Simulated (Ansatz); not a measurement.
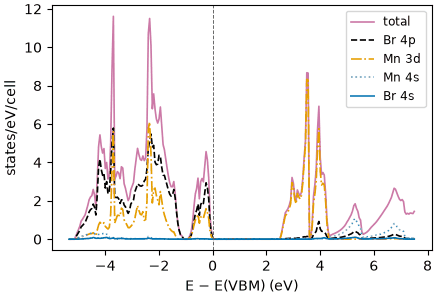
Fig. 1. Total and projected density of states of MnBr$_{2}$ in space group R-3m (No. 166; Mn on 3a, Br on 6c), DFT-r²SCAN+D4 in the program Ansatz with PAW potentials

Q: Which orbitals carry the states next to the gap?

A: Top 1 eV of the valence band: Br 4p 61 %, Mn 3d 38 %. Bottom 1 eV of the conduction band: Mn 3d 93 %. Projections are on Löwdin-orthogonalised atomic valence shells; empty p or d shells of many metals are not among them.

Q: Where is the tallest occupied peak in this window, and what makes it?

A: Near -3.7 eV, about 12 states/eV per cell; the largest projected share is Br 4p.

The workflow started from a Materials Project entry (that database holds measured and hypothetical structures alike); the Crystallography Open Database copy checked does not list it. COD files the formula under space group No. 164. Its standing as an ambient phase is unchecked. Symmetry was held in the r²SCAN+D4 relaxation; its stability against distortions is not shown here. The final state is ferromagnetic, chosen from 4 collinear starts compared on coarse meshes (ties went to the first, and starts can fall back to one state), not a proven ground state. Other orbital occupations within this spin state were not tried. No Hubbard U is applied. Scalar-relativistic: spin–orbit coupling is off unless named, which matters more the heavier the elements.

Potentials: the later of the program's two PAW sets.
